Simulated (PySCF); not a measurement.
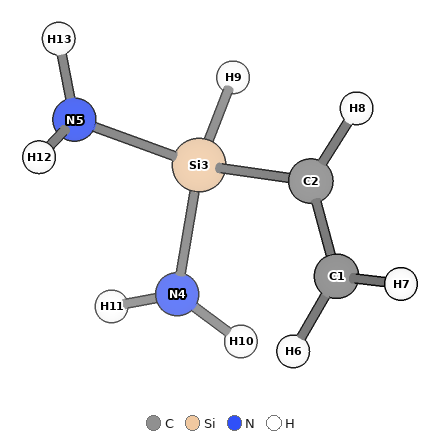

C₂H₈N₂Si, SMILES C=C[SiH](N)N. Vertical core-electron binding energies by ΔSCF (PBE, pcX-2 on the ionised atom, pcseg-1 elsewhere, spin-free X2C; PySCF 2.14.0, at a PBE0-D3(BJ)/def2-SVP geometry (no frequency check)), gas phase, against the vacuum level. One atom of each kind was ionised; within a panel, areas follow the number of like atoms and 2j + 1 (2p levels are split by first-order spin-orbit coupling, an approximation), each panel is scaled alone, Gaussians of 0.8 eV full width. Only the regions named are shown. Lines closer than the width merge in the curve.

> Predict the Si 2p and C 1s photoelectron lines.

| level | atoms | binding energy (eV) |
| --- | --- | --- |
| Si 2p1/2 | Si3 | 106.5 |
| Si 2p3/2 | Si3 | 105.9 |
| C 1s | C1 | 289.4 |
| C 1s | C2 | 289.0 |

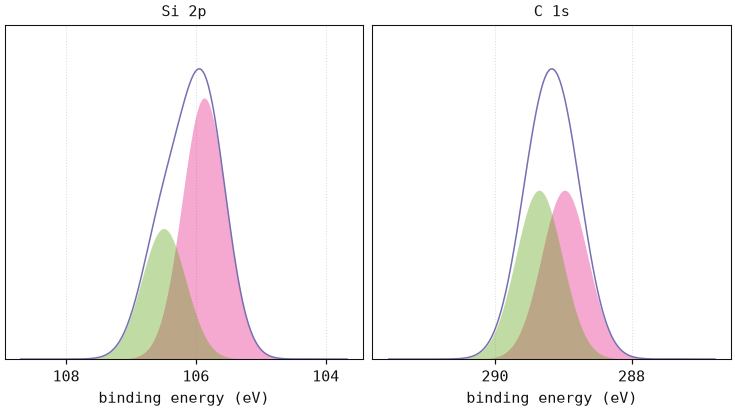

Note: one conformer of a flexible molecule.
